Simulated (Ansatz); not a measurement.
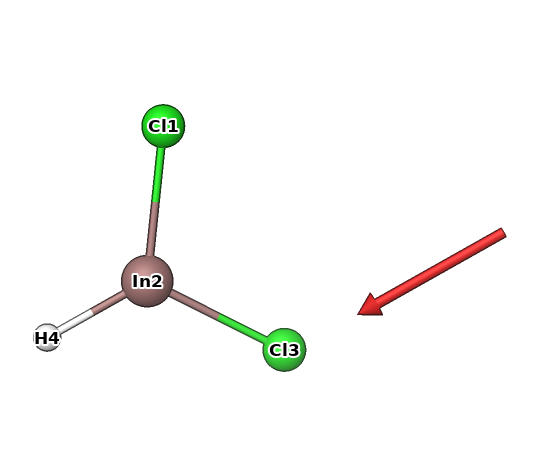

The arrow beside the molecule shows the direction of the dipole moment, from the negative to the positive end (its length means nothing). Computed geometry: PBE0-D4/def2-TZVP optimisation. No frequency run is at hand to confirm it as a minimum. Method: RKS PBE0-D4/def2-TZVP, core potentials on In (Ansatz 0.2.0).

Q: Estimate the dipole moment.

A: 2.56 D; it points from the side of Cl1, Cl3 to the side of H4 (the outermost atoms at the two ends).
